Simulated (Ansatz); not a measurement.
```sh
ansatz run in.yaml --threads 2 --pin off --events-out ev --progress --plain --max-ram 4352MiB
```

```yaml
crystal:
  periodic: [false, false, false]
  atoms:
    - {symbol: O, position_ang: [-0.514528, -1.013332, -0.066085]}
    - {symbol: Si, position_ang: [0.461384, -0.013059, 0.790981]}
    - {symbol: Cl, position_ang: [2.442647, -0.278327, 0.271308]}
    - {symbol: H, position_ang: [-0.456418, -0.995651, -1.023562]}
    - {symbol: H, position_ang: [0.294088, -0.424352, 2.211309]}
basis:
  gaussian: {orbitals: def2-TZVPP}
magnetization: {spin_polarized: true, initial_magnetization: 1}
correlation: {method: ccsd_t}
scf: {omitted_lower_state_checks: [cluster_reference]}
```

What structure does this define?

Formula ClH2OSi. The point group is C1. It is an open-shell species. Coordination: 1 O bent; 1 Si trigonal pyramidal.

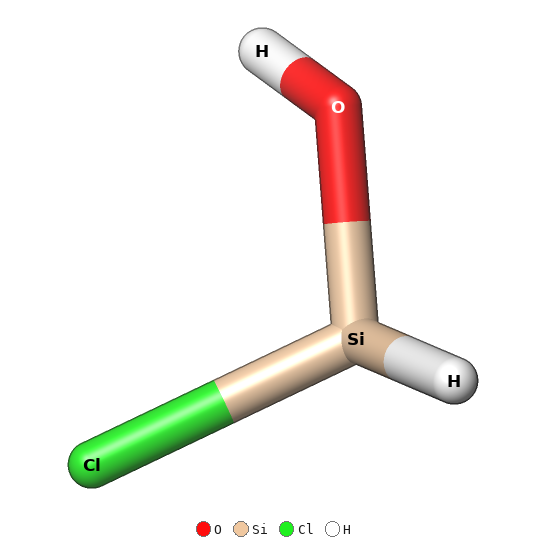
